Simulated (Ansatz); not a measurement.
# GaAs4: from a guess to a relaxed structure

Where does this trial cell of GaAs4 go when cell and atoms are let free?

Computed with Ansatz 0.2.0 (DFT PBE, scalar-relativistic, plane waves, PAW, unless a step's input says otherwise).

### Step 1. The system as given

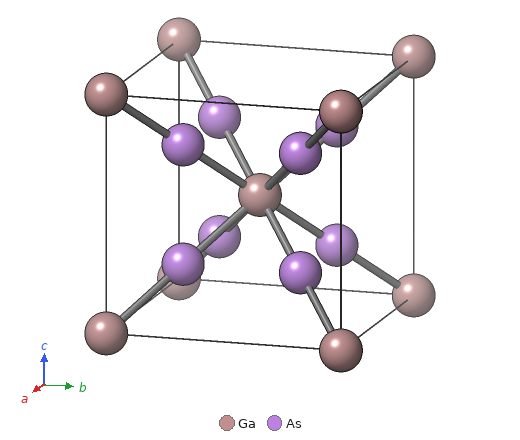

Start, viewed slightly off an axis; gallium pink, arsenic purple. Atoms on the faces are drawn again on the opposite ones. The cell drawn here is the conventional one.

Structure file:

```
CELL_PARAMETERS angstrom
-3.01090 3.01090 3.01090
3.01090 -3.01090 3.01090
3.01090 3.01090 -3.01090
ATOMIC_POSITIONS crystal
Ga 0.00000 0.00000 0.00000
As 0.00000 0.00000 0.50000
As 0.50000 0.00000 0.00000
As 0.50000 0.50000 0.50000
As 0.00000 0.50000 0.00000
```

A structure generator made this guess: species swapped into a database cell of NiHg4 (Im-3m, No. 229), with Ga on the Ni sites and As on the Hg sites. The dimensions are guesses.

### Step 2. The guess as it stands, on a coarse mesh

input.yaml reads:

```yaml
crystal:
  lattice:
    - [-3.01090227, 3.01090227, 3.01090227]
    - [3.01090227, -3.01090227, 3.01090227]
    - [3.01090227, 3.01090227, -3.01090227]
  atoms:
    - { symbol: Ga, position: [0.0, 0.0, 0.0] }
    - { symbol: As, position: [0.0, 0.0, 0.5] }
    - { symbol: As, position: [0.5, 0.0, 0.0] }
    - { symbol: As, position: [0.5, 0.5, 0.5] }
    - { symbol: As, position: [0.0, 0.5, 0.0] }
basis:
  ecutwfc: 420
kpoints:
  mp_grid: { grid: [4, 4, 4] }
hamiltonian:
  xc: pbe
scf:
  occupations: { method: gaussian, width: 0.1 }
  lower_state_search: "off"
output:
  forces: true
  stress: true
  eigenvalues: true
```

The run is started by

```sh
ansatz run input.yaml --threads 1 --pin off --max-ram 2560MiB --backend cpu --events-out ev --progress --plain --runs-dir out
```

Log (excerpt; [...] marks lines left out):

```text
[...]
SCF converged after 7 iterations
Free energy (F): -23205.658807 eV
[...]
E sigma→0 (E₀):  -23205.655857 eV
Entropy (-TS):   -0.005899 eV (-1.180 meV/atom)
Fermi energy:    9.585019 eV
[...]
--- Forces (eV/Å), atoms counted from 1 ---
  atom   1  Ga    -0.00000000     0.00000000    -0.00000000
  atom   2  As     0.00000000    -0.00000000    -0.00000000
  atom   3  As     0.00000000    -0.00000000    -0.00000000
  atom   4  As     0.00000000    -0.00000000     0.00000000
  atom   5  As     0.00000000    -0.00000000     0.00000000
[...]
--- Stress (GPa, compression-positive) ---
        1.802096      -0.000000       0.000000
       -0.000000       1.802096       0.000000
       -0.000000       0.000000       1.802096
  P = ⅓ Tr σ = 1.8021 GPa (18.021 kbar)
--- Band table (eV; the first three rows and the last of 8) ---
[...]
```

It took 5.3 s on 1 thread of Intel Xeon at 2.50GHz (Skylake/Cascade Lake), shared host; peak memory 0.39 GiB.

From the probe: pressure 1.8 GPa, largest force 0.00 eV/Å, gap on this mesh none (metal). The coarse relaxation is skipped.

### Step 3. Full relaxation

Edit input.yaml of step 2 so:

```diff
@@ -14,3 +14,3 @@
 kpoints:
-  mp_grid: { grid: [4, 4, 4] }
+  mp_grid: { grid: [10, 10, 10] }
 hamiltonian:
@@ -19,3 +19,2 @@
   occupations: { method: gaussian, width: 0.1 }
-  lower_state_search: "off"
 output:
@@ -24 +23,6 @@
   eigenvalues: true
+relax:
+  adjacent_minimum: "off"
+  f_tol: 0.01
+  max_steps: 80
+  cell: { stress_tol: 0.05 }
```

The run is started by

```sh
ansatz run input.yaml --threads 1 --pin off --max-ram 2560MiB --backend cpu --events-out ev --progress --plain --runs-dir out
```

Log:

```text
Warning: RAYON_NUM_THREADS=1 ignored (pool sized by the plan → 1); use --threads N
Engine: ansatz 0.2.0, x86_64-unknown-linux-gnu
Pseudopotentials: kind: paw
Pseudopotential: Ga, paw, valence charge 13, recommended cutoff 420 eV (normal), Ga.paw.azcp
Pseudopotential: As, paw, valence charge 15, recommended cutoff 420 eV (normal), As.paw.azcp
Functional definition: PBE
  parameter kappa = 0.804
  parameter beta = 0.06672455060314922
  exchange = pbe_x(kappa = kappa, mu = beta*pi^2/3)
  correlation = pbe_c(beta = beta)
Crystal: 5 atoms, lattice volume = 109.182 Å³
Basis set: ecut = 420 eV, 2123 PW (Γ), exchange–correlation on 72×72×72 points (8 copies of the dense FFT grid, shifted against one another)
Bands: 44, of which v1, the nominal top of the filled ones, is band 37 counted from 1 (36 counted from 0)
Symmetry: 48 space group operations
Space group: Im-3m (ITA 229), of the structure as read, at distance tolerance 4.8e-5 Å
k-points: 47 of 1000
Non-local potential: Ga, projectors of the file, l = 0: 2, l = 1: 2, l = 2: 3, l = 3: 1
Non-local potential: As, projectors of the file, l = 0: 2, l = 1: 2, l = 2: 3, l = 3: 1
PAW form: soft (Blöchl's): semilocal exchange-correlation on the pseudo side does not see the compensation charge
PAW one-centre angular grid: Ga, 590 points (default); XC on 64 Gauss nodes
PAW one-centre angular grid: As, 590 points (default); XC on 64 Gauss nodes
Initial density: superposition of atomic densities (neutral atoms: chi_scale 0, normalization atom), corrected by the library's trained network
Initial wavefunctions: pseudopotential atomic-orbital guess
Functional: x = pbe(κ = 0.804, μ = 0.2195149727645171), c = pbe(β = 0.06672455060314922)
SCF iter   1: F=—  HF=-23205.560330 eV  |F-HF|=—  |Δ(HF+E_count)|=         —  Δρ=1.22e-3  dr2=2.37e-3  ethr=1.77e-3  ⟨swp⟩=6.4  Hψ=7490  notcnv=0
preconditioner: auto → LDOS  [metal: Δε(μ)=0.012 eV  Ē_g=11.481 eV  σ=0.100 eV  W_gap=0.07  n_scr=18 (ndim 8)  ℏωp=20.4 eV  f_vac=0.035  D(μ)=2.33/eV (n_scr^D=12)  β→1.0]
SCF iter   2: F=—  HF=-23205.559048 eV  |F-HF|=—  |Δ(HF+E_count)|=   1.28e-3  Δρ=7.57e-4  dr2=3.23e-4  ethr=3.25e-6  ⟨swp⟩=2.0  Hψ=3219  notcnv=0
SCF iter   3: F=—  HF=-23205.559048 eV  |F-HF|=—  |Δ(HF+E_count)|=   7.41e-7  Δρ=4.28e-4  dr2=1.25e-4  ethr=4.42e-7  ⟨swp⟩=2.1  Hψ=3636  notcnv=0
SCF iter   4: F=—  HF=-23205.558904 eV  |F-HF|=—  |Δ(HF+E_count)|=   1.44e-4  Δρ=8.08e-5  dr2=4.88e-6  ethr=1.71e-7  ⟨swp⟩=2.0  Hψ=2717  notcnv=0
SCF iter   5: F=—  HF=-23205.558906 eV  |F-HF|=—  |Δ(HF+E_count)|=   2.11e-6  Δρ=2.96e-5  dr2=6.83e-7  ethr=6.69e-9  ⟨swp⟩=2.0  Hψ=3689  notcnv=0
SCF iter   6: F=-23205.558905 eV  HF=-23205.558905 eV  |F-HF|=2.67e-8  |Δ(HF+E_count)|=   5.61e-7  Δρ=6.94e-6  dr2=4.35e-8  ethr=1.37e-10  ⟨swp⟩=8.4  Hψ=9072  notcnv=0
SCF 1 converged in 6 iterations: F = -23205.558905 eV  dr2 = 4.35e-8
relax step   1: F+E_penalty+E_count = -23205.55890542 eV  Δ(F+E_penalty+E_count) = +0.000e0 eV  max|allowed force component| = 1.734e-30 eV/Å  Δτ_max = 0.0000 Å  P = +1.430 GPa  Ω = 109.182 Å³  (6 SCF iters, dr2 threshold 1.00e-7 eV, accepted)
Crystal: 5 atoms, lattice volume = 112.413 Å³
Basis set: ecut = 420 eV, 2171 PW (Γ), exchange–correlation on 72×72×72 points (8 copies of the dense FFT grid, shifted against one another)
Initial density: handed on by an earlier stage of this run
Initial wavefunctions: those handed on with the density
iter 1 solved again at ethr=1.88e-6 eV; its pass at ethr=3.10e-3 eV (dr2=1.38e-3 eV) is discarded
SCF iter   1: F=—  HF=-23205.567438 eV  |F-HF|=—  |Δ(HF+E_count)|=         —  Δρ=7.19e-4  dr2=1.40e-3  ethr=1.88e-6  ⟨swp⟩=2.0  Hψ=10339  notcnv=0
preconditioner: auto → LDOS  [metal: Δε(μ)=0.039 eV  Ē_g=11.353 eV  σ=0.100 eV  W_gap=0.22  n_scr=42 (ndim 8)  ℏωp=20.1 eV  f_vac=0.038  D(μ)=2.60/eV (n_scr^D=12)  β→1.0]
SCF iter   2: F=—  HF=-23205.567167 eV  |F-HF|=—  |Δ(HF+E_count)|=   2.72e-4  Δρ=2.80e-4  dr2=7.40e-5  ethr=1.88e-6  ⟨swp⟩=2.0  Hψ=2712  notcnv=0
SCF iter   3: F=—  HF=-23205.567190 eV  |F-HF|=—  |Δ(HF+E_count)|=   2.31e-5  Δρ=1.39e-4  dr2=1.79e-5  ethr=1.01e-7  ⟨swp⟩=2.0  Hψ=3783  notcnv=0
SCF iter   4: F=—  HF=-23205.567175 eV  |F-HF|=—  |Δ(HF+E_count)|=   1.47e-5  Δρ=4.32e-5  dr2=2.56e-6  ethr=2.45e-8  ⟨swp⟩=3.0  Hψ=4108  notcnv=0
SCF iter   5: F=-23205.567174 eV  HF=-23205.567174 eV  |F-HF|=2.87e-7  |Δ(HF+E_count)|=   8.58e-7  Δρ=1.42e-5  dr2=3.94e-7  ethr=6.85e-10  ⟨swp⟩=5.9  Hψ=8789  notcnv=0
SCF 2 converged in 5 iterations: F = -23205.567174 eV  dr2 = 3.94e-7
relax step   2: F+E_penalty+E_count = -23205.56717391 eV  Δ(F+E_penalty+E_count) = -8.268e-3 eV  max|allowed force component| = 2.100e-30 eV/Å  Δτ_max = 0.0000 Å  P = -0.499 GPa  Ω = 112.413 Å³  energy of the carried Pulay correction = -5.926e-4 eV  (5 SCF iters, dr2 threshold 5.00e-7 eV, accepted)
Crystal: 5 atoms, lattice volume = 111.559 Å³
iter 1 solved again at ethr=1.30e-7 eV; its pass at ethr=3.10e-3 eV (dr2=9.51e-5 eV) is discarded
SCF iter   1: F=—  HF=-23205.568728 eV  |F-HF|=—  |Δ(HF+E_count)|=         —  Δρ=1.73e-4  dr2=8.00e-5  ethr=1.30e-7  ⟨swp⟩=2.3  Hψ=8954  notcnv=0
preconditioner: auto → LDOS  [metal: Δε(μ)=0.040 eV  Ē_g=11.402 eV  σ=0.100 eV  W_gap=0.22  n_scr=42 (ndim 8)  ℏωp=20.2 eV  f_vac=0.035  D(μ)=2.54/eV (n_scr^D=12)  β→1.0]
SCF iter   2: F=—  HF=-23205.568721 eV  |F-HF|=—  |Δ(HF+E_count)|=   7.25e-6  Δρ=7.44e-5  dr2=4.95e-6  ethr=1.10e-7  ⟨swp⟩=2.0  Hψ=2843  notcnv=0
SCF iter   3: F=—  HF=-23205.568722 eV  |F-HF|=—  |Δ(HF+E_count)|=   2.91e-7  Δρ=4.52e-5  dr2=1.66e-6  ethr=6.85e-10  ⟨swp⟩=6.9  Hψ=9463  notcnv=0
SCF iter   4: F=-23205.568720 eV  HF=-23205.568720 eV  |F-HF|=1.83e-7  |Δ(HF+E_count)|=   1.56e-6  Δρ=8.38e-6  dr2=1.51e-7  ethr=6.85e-10  ⟨swp⟩=2.5  Hψ=8205  notcnv=0
SCF 3 converged in 4 iterations: F = -23205.568720 eV  dr2 = 1.51e-7
relax step   3: F+E_penalty+E_count = -23205.56871979 eV  Δ(F+E_penalty+E_count) = -1.546e-3 eV  max|allowed force component| = 5.910e-30 eV/Å  Δτ_max = 0.0000 Å  P = -0.019 GPa  Ω = 111.559 Å³  energy of the carried Pulay correction = -4.376e-4 eV  (4 SCF iters, dr2 threshold 5.00e-7 eV, accepted)
Initial wavefunctions: pseudopotential atomic-orbital guess (no wavefunctions were taken with the density)
iter 1 solved again at ethr=1.94e-7 eV; its pass at ethr=3.10e-3 eV (dr2=1.41e-4 eV) is discarded
SCF iter   1: F=—  HF=-23205.568263 eV  |F-HF|=—  |Δ(HF+E_count)|=         —  Δρ=2.33e-4  dr2=1.70e-6  ethr=1.94e-7  ⟨swp⟩=2.5  Hψ=11668  notcnv=0
preconditioner: auto → LDOS  [metal: Δε(μ)=0.038 eV  Ē_g=11.400 eV  σ=0.100 eV  W_gap=0.21  n_scr=42 (ndim 8)  ℏωp=20.2 eV  f_vac=0.035  D(μ)=2.53/eV (n_scr^D=12)  β→1.0]
SCF iter   2: F=—  HF=-23205.569160 eV  |F-HF|=—  |Δ(HF+E_count)|=   8.97e-4  Δρ=1.05e-5  dr2=6.82e-8  ethr=2.33e-9  ⟨swp⟩=2.0  Hψ=2840  notcnv=0
SCF iter   3: F=—  HF=-23205.569160 eV  |F-HF|=—  |Δ(HF+E_count)|=   1.73e-8  Δρ=1.14e-5  dr2=8.90e-8  ethr=9.34e-11  ⟨swp⟩=2.9  Hψ=3890  notcnv=0
SCF iter   4: F=—  HF=-23205.569160 eV  |F-HF|=—  |Δ(HF+E_count)|=   6.14e-8  Δρ=7.52e-7  dr2=5.91e-10  ethr=9.34e-11  ⟨swp⟩=2.1  Hψ=2831  notcnv=0
SCF iter   5: F=—  HF=-23205.569160 eV  |F-HF|=—  |Δ(HF+E_count)|=   1.99e-9  Δρ=1.94e-7  dr2=4.43e-11  ethr=1.00e-12  ⟨swp⟩=5.1  Hψ=8584  notcnv=0
SCF iter   6: F=-23205.569160 eV  HF=-23205.569160 eV  |F-HF|=7.28e-12  |Δ(HF+E_count)|=  4.37e-11  Δρ=6.54e-8  dr2=8.09e-12  ethr=1.00e-12  ⟨swp⟩=4.3  Hψ=7535  notcnv=0
SCF 4 converged in 6 iterations: F = -23205.569160 eV  dr2 = 8.09e-12
relax step   4: F+E_penalty+E_count = -23205.56915976 eV  Δ(F+E_penalty+E_count) = -4.400e-4 eV  max|allowed force component| = 4.681e-30 eV/Å  Δτ_max = 0.0000 Å  P = -0.018 GPa  Ω = 111.559 Å³  stress off target by 1.82e-2 GPa  SCF on the basis re-selected at this cell (its energy is not comparable with the rows above)  (6 SCF iters)
basis re-selected at this cell: Δ(F+E_penalty+E_count) = -4.400e-4 eV, ΔP = +0.001 GPa vs the last step (what re-selecting the basis moved, of the pressure what is left beyond the Pulay correction that the steps carried, after the strain that the cell walked since its last selection, with what the two solves' SCF thresholds leave and, on support functions, any second-order correction that the steps lacked; it is no measure of the basis error at this ecutwfc). This SCF's stress stands 1.82e-2 GPa from its target on what of the cell is left free (relax.cell.stress_tol is 5.00e-2 GPa) and its largest allowed force component is 4.68e-30 eV/Å (relax.f_tol is 1.00e-2 eV/Å): within both
SCF converged after 6 iterations
Free energy (F): -23205.569160 eV
Harris-Foulkes:  -23205.569160 eV  (|F-HF|=7.28e-12)
Internal energy: -23205.556491 eV  (E = F + TS)
E sigma→0 (E₀):  -23205.562825 eV
Entropy (-TS):   -0.012669 eV (-2.534 meV/atom)
Fermi energy:    9.268420 eV
--- Per-component energies (eV) ---
  E_band       = -1042.610692
  E_kinetic    = 521.147500
  E_local      = -8988.938618  (includes V_loc(G=0)·N_el)
  E_nonlocal   = -2260.161986
  E_hartree    = 4766.047934
  E_xc         = -384.405428
  E_vxc        = -372.496875  (∫ρ·V_xc dr)
  E_paw        = -9324.088594  (= ΣΔE_a)
  E_vpaw       = 525.743315  (= ΣTr[D̂ρ^β])
  E_aug_tail   = -0.000111  (compensation charges beyond the density's cutoff)
  E_ewald      = -7535.157188
  E_smearing   = -0.012669  (= −TS)
  E_closure    = -0.000000  (closes the sum)
  Σ components = -23205.569160   (vs F -23205.569160, Δ=0.00e0)
--- Forces (eV/Å), atoms counted from 1 ---
  atom   1  Ga     0.00000000    -0.00000000     0.00000000
  atom   2  As     0.00000000    -0.00000000    -0.00000000
  atom   3  As     0.00000000     0.00000000     0.00000000
  atom   4  As     0.00000000    -0.00000000    -0.00000000
  atom   5  As     0.00000000    -0.00000000    -0.00000000
  max |Σ_I F_I| component: 6.42e-29 eV/Å
--- Stress (GPa, compression-positive) ---
       -0.018221       0.000000      -0.000000
        0.000000      -0.018221      -0.000000
       -0.000000       0.000000      -0.018221
  P = ⅓ Tr σ = -0.0182 GPa (-0.182 kbar)
--- Band table (eV; the first three rows and the last of 47) ---
  k-point 0: bands = ["-26.6801", "-26.6748", "-26.6748", "-26.6668", "-26.6668", "-26.6668", "-26.6583", "-26.6583", "-26.6583", "-26.6474", "-26.6474", "-26.6456", "-26.6456", "-26.6456", "-26.6326", "-26.6326", "-26.6326", "-26.6212", "-26.6212", "-26.6212", "-5.9545", "-5.9545", "-5.9545", "-5.8490", "-5.8490", "-4.4663", "0.0365", "0.0365", "0.0365", "4.0749", "4.0749", "4.0749", "5.7887", "6.0166", "6.0166", "6.0166", "11.1930", "11.1930", "11.1930", "12.2353", "12.2353", "13.4258", "14.3598", "14.3598"]
  k-point 1: bands = ["-26.6797", "-26.6744", "-26.6738", "-26.6671", "-26.6667", "-26.6667", "-26.6587", "-26.6579", "-26.6579", "-26.6470", "-26.6470", "-26.6460", "-26.6456", "-26.6456", "-26.6330", "-26.6327", "-26.6327", "-26.6222", "-26.6217", "-26.6216", "-5.9549", "-5.9536", "-5.9514", "-5.8493", "-5.8493", "-4.3983", "-0.1603", "-0.0605", "-0.0013", "3.8578", "4.0949", "4.3146", "6.0344", "6.0374", "6.1905", "6.2833", "10.8219", "10.8522", "11.2519", "12.4225", "12.4925", "13.1688", "14.0425", "14.2153"]
  k-point 2: bands = ["-26.6786", "-26.6732", "-26.6710", "-26.6679", "-26.6665", "-26.6665", "-26.6599", "-26.6568", "-26.6568", "-26.6472", "-26.6459", "-26.6459", "-26.6458", "-26.6457", "-26.6340", "-26.6327", "-26.6327", "-26.6249", "-26.6229", "-26.6228", "-5.9562", "-5.9514", "-5.9434", "-5.8501", "-5.8499", "-4.1954", "-0.6777", "-0.2836", "-0.0952", "3.5609", "4.1417", "4.9642", "6.1113", "6.1264", "6.6896", "7.3127", "10.0049", "10.1416", "11.4173", "12.3834", "12.9434", "13.2073", "13.2294", "13.8994"]
  k-point 46: bands = ["-26.6732", "-26.6732", "-26.6732", "-26.6727", "-26.6727", "-26.6727", "-26.6597", "-26.6536", "-26.6536", "-26.6536", "-26.6394", "-26.6394", "-26.6393", "-26.6393", "-26.6393", "-26.6346", "-26.6346", "-26.6346", "-26.6192", "-26.6192", "-5.9236", "-5.9236", "-5.9236", "-5.8561", "-5.8561", "-2.1800", "-2.1800", "-2.1800", "0.1389", "1.8524", "4.2023", "4.2023", "7.2305", "7.2305", "7.2305", "11.8937", "11.8937", "11.8937", "12.5410", "12.5410", "12.5410", "13.1253", "13.1253", "13.1253"]
--- Relaxed structure (3 steps of the walk, 3 accepted, 1 SCFs on fresh bases) ---
  F+E_penalty+E_count = -23205.56915976 eV   max|allowed force component| = 4.681e-30 eV/Å   (the final SCF, on the basis selected at the relaxed cell)
  cell:  # Å, volume = 111.5585 Å³
    - [-3.0325937913061582, 3.0325937913061582, 3.0325937913061582]
    - [3.0325937913061582, -3.0325937913061582, 3.0325937913061582]
    - [3.0325937913061582, 3.0325937913061582, -3.0325937913061582]
  atoms:
    - { symbol: Ga, position: [1.5658150238458704e-36, -3.431466967153645e-36, -1.5991302371228334e-36] }
    - { symbol: As, position: [0.0, 0.0, 0.5] }
    - { symbol: As, position: [0.5, 0.0, 0.0] }
    - { symbol: As, position: [0.5, 0.5, 0.5] }
    - { symbol: As, position: [0.0, 0.5, 0.0] }
```

Run time: 1.7 min. Hardware: 1 thread of Intel Xeon at 2.50GHz (Skylake/Cascade Lake), shared host; peak memory 0.51 GiB.

Step by step:

```
step  energy from step 1 (eV/cell)  largest force component (eV/Å)  pressure (GPa)  volume (Å³)
   1                        0.0000                          0.0000            1.43       109.18
   2                       -0.0083                          0.0000           -0.50       112.41
   3                       -0.0098                          0.0000           -0.02       111.56
   4                       -0.0103                          0.0000           -0.02       111.56
```

Step 1 is the start. Step 4 repeats the geometry before it on a plane-wave basis chosen anew for that cell, so its energy need not be comparable with the rows above.

Lengths and angles in the start's conventional setting:

|  | before | after | change |
| --- | --- | --- | --- |
| a (Å) | 6.022 | 6.065 | +0.7 % |
| b (Å) | 6.022 | 6.065 | +0.7 % |
| c (Å) | 6.022 | 6.065 | +0.7 % |
| volume (Å³/atom) | 21.84 | 22.31 | +2.2 % |
| shortest distance (Å) | 2.608 | 2.626 | +0.7 % |
| space group (0.01 Å) | Im-3m | Im-3m | same |

Forces and stress were held to the start's 48 operations: a distortion of lower symmetry was not tested.

### Step 4. What came out

| quantity | value |
| --- | --- |
| symmetry at the end (tolerance 0.05 Å) | space group Im-3m (No. 229) |
| conventional cell | a = 6.065 Å, b = 6.065 Å, c = 6.065 Å, α = 90.00°, β = 90.00°, γ = 90.00° |
| volume | 22.31 Å³/atom |
| energy over the elements | +0.40 eV/atom |
| gap on the mesh | none (metal) |

What this shows: The space group Im-3m (No. 229) is kept, and the volume per atom grows by 2.2 % from the first guess. With a positive formation energy it can't be a ground state. No finished test with a distortion of lower symmetry is shown, so the end may be a saddle point.
